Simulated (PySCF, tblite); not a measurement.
**C3H8SSi+ (doublet): geometry, infrared bands and EPR parameters**

Wanted: the infrared bands and EPR parameters of C3H8SSi+ (doublet) (`C=C[SiH2][S+]C`), by calculation.

Programs: tblite 0.8.0 and PySCF 2.14.0, with density-fitted response routines of our own. Each step states its level of theory. These are calculated values for one molecule in the gas phase, unless marked as measured. Atoms count from 0, in the outputs and in this text.

## Step 1: The starting structure

13 atoms, charge 1, multiplicity 2; geometry from: force field or distance geometry start.

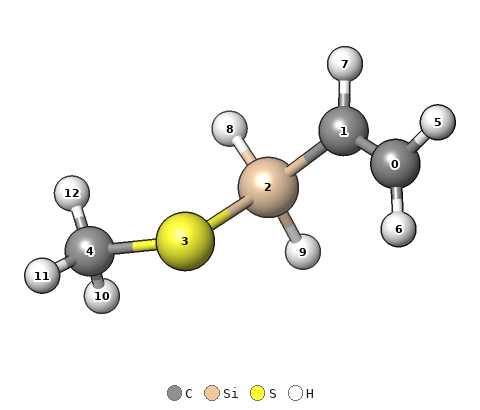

As it starts; carbon grey, silicon light orange, sulfur yellow, hydrogen white, atoms numbered.

## Step 2: Relaxing the molecule with GFN2-xTB

What the job is given:

```
{"job": {"kind": "relax", "xc": "GFN2-xTB", "basis": "xTB"}, "charge": 1, "multiplicity": 2}
C     -2.674300     0.577700    -0.077900
C     -1.884100    -0.389600     0.337400
Si    -0.170500    -0.656900    -0.249400
S      0.997200     1.033800     0.340900
C      2.709400     0.410800     0.516500
H     -3.694600     0.625600     0.365300
H     -2.375000     1.313100    -0.834000
H     -2.283200    -1.073000     1.116000
H      0.291200    -1.917300     0.359900
H     -0.057100    -0.806100    -1.701200
H      3.025100     0.124500    -0.506400
H      3.374200     1.209500     0.874600
H      2.737400    -0.451500     1.177600
```

Started as:

```bash
OMP_NUM_THREADS=1 python probes_run.py task.json out
```

The driver reads the jobs from task.json and runs them one after another.

Output:

```text
step      E/eV     max force
  0    -407.26738    2.262
  1    -407.40577    0.993
  2    -407.45482    0.642
  3    -407.48105    0.575
  4    -407.50671    0.522
  5    -407.52065    0.517
  6    -407.52994    0.401
  7    -407.53824    0.262
  8    -407.54390    0.211
  9    -407.54803    0.179
 10    -407.55095    0.155
 11    -407.55311    0.125
 12    -407.55498    0.155
 13    -407.55661    0.145
 14    -407.55785    0.112
 15    -407.55875    0.103
 16    -407.55947    0.071
 17    -407.56025    0.084
 18    -407.56115    0.085
 19    -407.56202    0.098
 20    -407.56277    0.083
 21    -407.56354    0.089
 22    -407.56452    0.090
 23    -407.56576    0.122
 24    -407.56699    0.120
 25    -407.56785    0.083
 26    -407.56842    0.053
 27    -407.56888    0.070
 28    -407.56930    0.075
 29    -407.56975    0.056
 30    -407.57033    0.065
 31    -407.57114    0.097
 32    -407.57215    0.109
 33    -407.57318    0.113
 34    -407.57419    0.086
 35    -407.57532    0.098
 36    -407.57666    0.121
 37    -407.57792    0.103
 38    -407.57881    0.065
 39    -407.57948    0.072
 40    -407.58038    0.115
 41    -407.58210    0.189
 42    -407.58493    0.219
 43    -407.58765    0.166
 44    -407.58958    0.141
 45    -407.58902    0.269
 46    -407.59350    0.138
 47    -407.59497    0.099
 48    -407.59743    0.107
 49    -407.59851    0.091
 50    -407.59969    0.075
 51    -407.60118    0.087
 52    -407.60342    0.091
 53    -407.60552    0.129
 54    -407.60308    0.313
 55    -407.60760    0.104
 56    -407.60849    0.088
 57    -407.61043    0.068
 58    -407.61077    0.053
 59    -407.61151    0.038
 60    -407.61184    0.039
 61    -407.61227    0.040
 62    -407.61256    0.042
 63    -407.61288    0.044
 64    -407.61319    0.048
 65    -407.61352    0.052
 66    -407.61388    0.052
 67    -407.61426    0.044
 68    -407.61472    0.048
 69    -407.61507    0.054
 70    -407.61544    0.048
 71    -407.61568    0.032
 72    -407.61584    0.025
 73    -407.61599    0.026
 74    -407.61618    0.028
 75    -407.61642    0.047
 76    -407.61668    0.056
 77    -407.61709    0.051
 78    -407.61745    0.053
 79    -407.61794    0.060
 80    -407.61847    0.059
 81    -407.61898    0.045
 82    -407.61943    0.041
 83    -407.61972    0.034
 84    -407.61989    0.028
 85    -407.61998    0.047
 86    -407.61942    0.076
 87    -407.62011    0.028
 88    -407.62015    0.024
 89    -407.62034    0.021
 90    -407.62040    0.022
 91    -407.62049    0.020
 92    -407.62053    0.020
 93    -407.62059    0.020
 94    -407.62067    0.026
 95    -407.62084    0.042
 96    -407.62107    0.045
 97    -407.62129    0.038
 98    -407.62145    0.030
 99    -407.62158    0.027
100    -407.62175    0.030
101    -407.62207    0.042
102    -407.62251    0.045
103    -407.62288    0.030
104    -407.62309    0.023
105    -407.62318    0.025
106    -407.62324    0.030
107    -407.62334    0.025
108    -407.62358    0.030
109    -407.62381    0.037
110    -407.62411    0.044
111    -407.62444    0.074
112    -407.62439    0.112
113    -407.62518    0.058
114    -407.62578    0.061
115    -407.62694    0.308
116    -407.62889    0.143
117    -407.63037    0.079
118    -407.62134    0.468
119    -407.63151    0.036
120    -407.63198    0.037
121    -407.63223    0.110
122    -407.63252    0.043
123    -407.63259    0.036
124    -407.63287    0.041
125    -407.63328    0.068
126    -407.63391    0.070
127    -407.63443    0.089
128    -407.63459    0.072
129    -407.63481    0.074
130    -407.63499    0.038
131    -407.63507    0.019
132    -407.63515    0.020
133    -407.63520    0.016
134    -407.63523    0.009
```

Run time: 0.69 s. Hardware: 1 thread of Arm Neoverse V2, shared host.

Step by step: (not every step is listed)

| step | energy from step 0 (eV) | largest force (eV/Å) |
| --- | --- | --- |
| 0 | 0.0000 | 2.2616 |
| 1 | -0.1384 | 0.9927 |
| 2 | -0.1874 | 0.6417 |
| 3 | -0.2137 | 0.5746 |
| 4 | -0.2393 | 0.5216 |
| 5 | -0.2533 | 0.5167 |
| 6 | -0.2626 | 0.4009 |
| 7 | -0.2709 | 0.2615 |
| 8 | -0.2765 | 0.2109 |
| 20 | -0.2954 | 0.0834 |
| 32 | -0.3048 | 0.1085 |
| 44 | -0.3222 | 0.1408 |
| 56 | -0.3411 | 0.0883 |
| 68 | -0.3473 | 0.0478 |
| 80 | -0.3511 | 0.0594 |
| 92 | -0.3531 | 0.0201 |
| 104 | -0.3557 | 0.0231 |
| 116 | -0.3615 | 0.1434 |
| 128 | -0.3672 | 0.0724 |
| 129 | -0.3674 | 0.0742 |
| 130 | -0.3676 | 0.0384 |
| 131 | -0.3677 | 0.0191 |
| 132 | -0.3678 | 0.0201 |
| 133 | -0.3678 | 0.0158 |
| 134 | -0.3678 | 0.0090 |

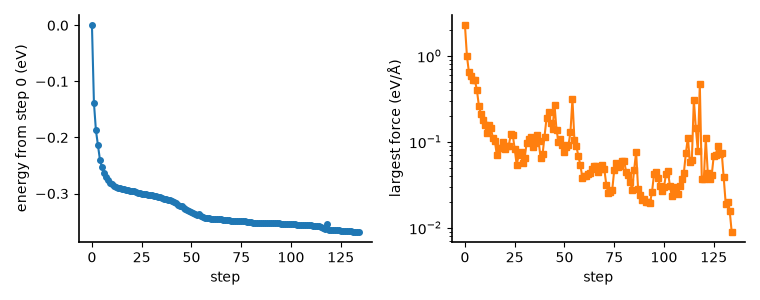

Energy and largest force along the relaxation.

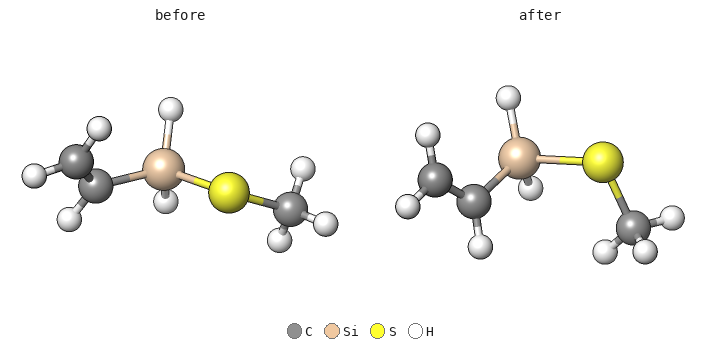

Before and after, at one scale.

Close pairs (by a distance rule), those that changed most:

| bond | before (Å) | after (Å) | change (Å) |
| --- | --- | --- | --- |
| Si2–S3 | 2.138 | 2.238 | +0.100 |
| C1–Si2 | 1.831 | 1.902 | +0.071 |
| S3–C4 | 1.830 | 1.793 | -0.038 |
| C0–H5 | 1.113 | 1.082 | -0.031 |
| C1–H7 | 1.110 | 1.085 | -0.025 |
| C0–H6 | 1.096 | 1.078 | -0.018 |
| C4–H10 | 1.108 | 1.091 | -0.018 |
| Si2–H8 | 1.474 | 1.458 | -0.017 |

The next job starts from the end point, and lists it.

## Step 3: Harmonic vibrations with GFN2-xTB

What the job is given:

```
{"job": {"kind": "ir", "xc": "GFN2-xTB", "basis": "xTB"}, "charge": 1, "multiplicity": 2}
C     -2.590440     0.498177     0.083607
C     -1.445828    -0.057966     0.440279
Si    -0.191962    -0.798440    -0.782765
S      1.425877     0.745400    -0.706457
C      2.409515     0.303953     0.726064
H     -3.308923     0.827695     0.822535
H     -2.889846     0.647920    -0.941551
H     -1.186313    -0.144753     1.490640
H      0.461409    -1.980637    -0.235003
H     -0.584875    -0.746629    -2.178591
H      3.411598     0.063105     0.369516
H      2.490855     1.182563     1.363799
H      1.994545    -0.539901     1.267284
```

Output:

```text
mode    cm-1     km/mol
  1      28.7      3.08
  2      41.7      1.18
  3      48.9      0.63
  4     124.8      4.78
  5     191.8      1.26
  6     274.6      0.13
  7     363.1     15.06
  8     446.1     40.83
  9     480.0     59.11
 10     545.6      7.56
 11     621.4     36.33
 12     661.3     14.92
 13     699.9    175.00
 14     747.3     98.62
 15     857.9     24.07
 16     876.0     13.05
 17     943.3     23.46
 18     950.1      6.64
 19     976.7     48.15
 20    1190.2    110.81
 21    1304.6     51.82
 22    1357.9     52.95
 23    1372.3     14.19
 24    1398.2     73.60
 25    1601.3    151.50
 26    2317.7     88.33
 27    2381.4    111.74
 28    2989.0     52.47
 29    2999.1      3.44
 30    3014.6     54.20
 31    3048.4      3.15
 32    3049.6     96.75
 33    3097.6     10.97
```

It took 0.32 s on 1 thread of Arm Neoverse V2, shared host.

The strongest bands and the atoms that carry them (share of the mass-weighted mode):

| cm⁻¹ | km/mol | atoms |
| --- | --- | --- |
| 700 | 175.0 | H8 47 %, H9 39 % |
| 747 | 98.6 | C4 54 %, S3 30 % |
| 1190 | 110.8 | H7 71 %, C1 12 % |
| 1398 | 73.6 | H11 45 %, H10 29 %, H12 20 % |
| 1601 | 151.5 | C0 48 %, C1 45 % |
| 2318 | 88.3 | H8 96 % |
| 2381 | 111.7 | H9 95 % |
| 3050 | 96.8 | H5 87 % |

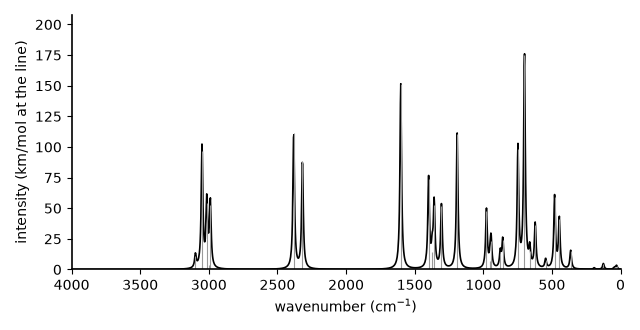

The infrared spectrum from these modes, unscaled. Lines are broadened to a width of 14 cm⁻¹ (Lorentzian).

## Step 4: EPR parameters: B3LYP/pcH-1

Settings changed since step 3:

```diff
@@ -1,2 +1,2 @@
-{"job": {"kind": "ir", "xc": "GFN2-xTB", "basis": "xTB"}, "charge": 1, "multiplicity": 2}
+{"job": {"kind": "epr", "basis": "pcH-1"}, "charge": 1, "multiplicity": 2}
 C     -2.590440     0.498177     0.083607
```

Level: UKS B3LYP, pcH-1 on C H S Si, non-relativistic, mean-field spin-orbit, GIAO.

Output:

```text
UKS, coarse grid
  cycle   1  E = -806.48985793  |g| = 3.15e-01
  cycle   2  E = -806.28203315  |g| = 5.93e-01
  cycle   3  E = -806.51505252  |g| = 1.66e-01
  cycle   4  E = -806.53384569  |g| = 4.71e-02
  cycle   5  E = -806.53512707  |g| = 2.00e-02
  cycle   6  E = -806.53532969  |g| = 9.35e-03
  cycle   7  E = -806.53537751  |g| = 3.05e-03
  cycle   8  E = -806.53538396  |g| = 1.59e-03
  cycle   9  E = -806.53538701  |g| = 5.28e-04
UKS, final grid
  cycle   1  E = -806.53535734  |g| = 6.99e-04
  cycle   2  E = -806.53535689  |g| = 1.17e-03
  cycle   3  E = -806.53535772  |g| = 1.73e-04
  cycle   4  E = -806.53535775  |g| = 7.55e-05
  cycle   5  E = -806.53535777  |g| = 4.37e-05
  cycle   6  E = -806.53535778  |g| = 1.71e-05
E = -806.53535778 Eh   <S^2> = 0.7543 (exact 0.7500)
g shifts (ppm)      1          2          3
  rmc          -225       -225       -225
  gc              1         34         36
  oz_so          93      16387      41166
  total        -131      16195      40977
hyperfine (MHz)  atom isotope    a_iso     a_fc   dipolar eigenvalues
    0   13C       4.16       4.16     -8.50     -7.06     15.56
    1   13C      30.20      30.20    -12.80     -9.07     21.87
    2  29Si      22.26      22.26     -3.61     -0.23      3.84
    3   33S      25.44      25.44    -79.78    -77.10    156.88
    4   13C     -14.01     -14.01     -4.53     -3.33      7.86
    5    1H      14.45      14.45     -4.24     -2.43      6.67
    6    1H       2.13       2.13     -3.47     -1.52      4.98
    7    1H       6.98       6.98     -5.49      0.98      4.51
    8    1H       9.84       9.84     -2.34     -1.20      3.54
    9    1H       7.83       7.83     -2.50     -1.13      3.63
   10    1H     111.78     111.78     -5.92     -1.90      7.82
   11    1H      63.48      63.48     -4.79     -2.34      7.13
   12    1H       4.28       4.28     -2.86     -2.61      5.46
```

It took 45 s on 1 thread of Arm Neoverse V2, shared host; peak memory 0.75 GiB.

Principal g values 2.00219, 2.01851, 2.04330; g(iso) = 2.02133, against 2.00232 for a free electron. They are not to be trusted: the run shows a large g shift, which the driver flags as unsure.

Hyperfine couplings; where a row names several nuclei, a(iso) is their mean (it holds for fast rotation or exchange) and the dipolar term the largest among them:

| nuclei | isotope | a(iso) (MHz) | a(iso) (G, at g = 2.0023) | largest dipolar term (MHz) |
| --- | --- | --- | --- | --- |
| H10, H11, H12 | 1H | 59.8 | 21.4 | 7.8 |
| C1 | 13C | 30.2 | 10.8 | 21.9 |
| S3 | 33S | 25.4 | 9.1 | 156.9 |
| Si2 | 29Si | 22.3 | 7.9 | 3.8 |
| H5 | 1H | 14.4 | 5.2 | 6.7 |
| C4 | 13C | -14.0 | -5.0 | 7.9 |
| H8, H9 | 1H | 8.8 | 3.2 | 3.6 |
| H7 | 1H | 7.0 | 2.5 | -5.5 |
| C0 | 13C | 4.2 | 1.5 | 15.6 |
| H6 | 1H | 2.1 | 0.8 | 5.0 |

Mulliken spin populations:

C0 0.09; C1 0.07; Si2 -0.03; S3 0.81; C4 -0.02; H5 0.00; H6 0.00; H7 0.00; H8 0.01; H9 0.00; H10 0.04; H11 0.02; H12 0.00

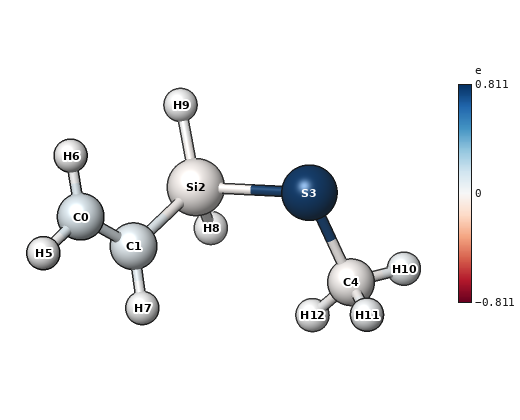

Mulliken spin populations, as colours on the atoms.

Orbitals, density, ELF and potential are computed afterwards from the orbital file.

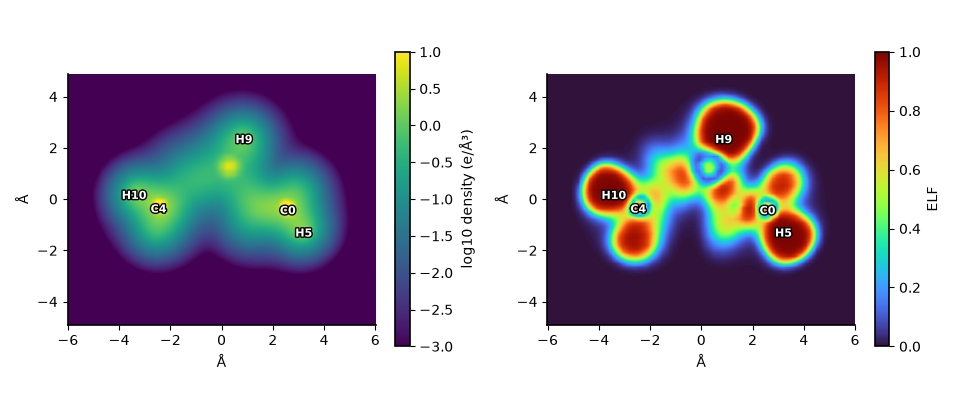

Density (left) and ELF (right) in a plane through or near 5 of the atoms.

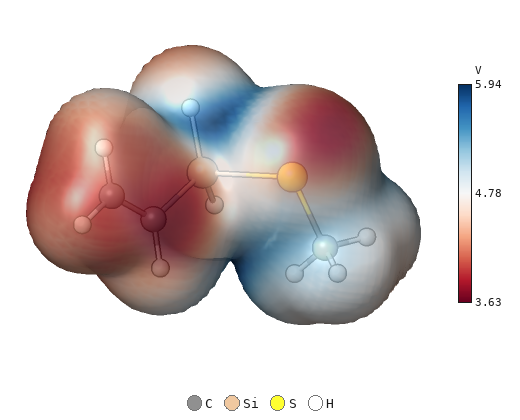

Electrostatic potential on the surface of density 0.002 e/bohr³; red is low, blue high. It runs from 3.63 V near C0 to 5.94 V near Si2.

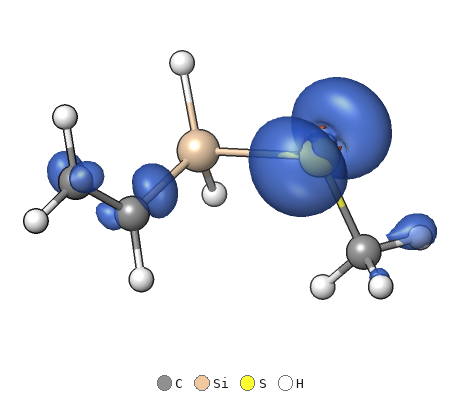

Spin density at ±0.05 e/Å³ (alpha excess blue, beta excess red).

## Step 5: Summary of results

| quantity | value |
| --- | --- |
| strongest single infrared mode (GFN2-xTB) | 700 cm⁻¹, 175 km/mol |
| zero-point energy (GFN2-xTB) | 58.6 kcal/mol |
| g(iso) (B3LYP) | 2.02133 |
| ⟨S²⟩ | 0.754 (exact 0.75) |
| largest a(iso) (averaged by class) | 1H on H10, H11, H12, 59.8 MHz |
| property runs in this session | 1, of which 0 failed and 1 gave unsound results |

**Reading.** Over 134 steps the energy fell by 0.368 eV; of the close pairs, Si2–S3 changed most, 2.138 to 2.238 Å. All 33 modes are real, so the xTB geometry is a minimum. The strongest single mode, at 700 cm⁻¹, moves mainly H8 and H9. Unscaled tight-binding wavenumbers are off by several per cent, some by more. Its intensities can rank the bands wrongly. S3 carries the largest spin population, 0.81 e. The isotropic g lies 19.0 ppt above the free-electron value. These values are not to be trusted: the run shows a large g shift, which the driver flags as unsure.
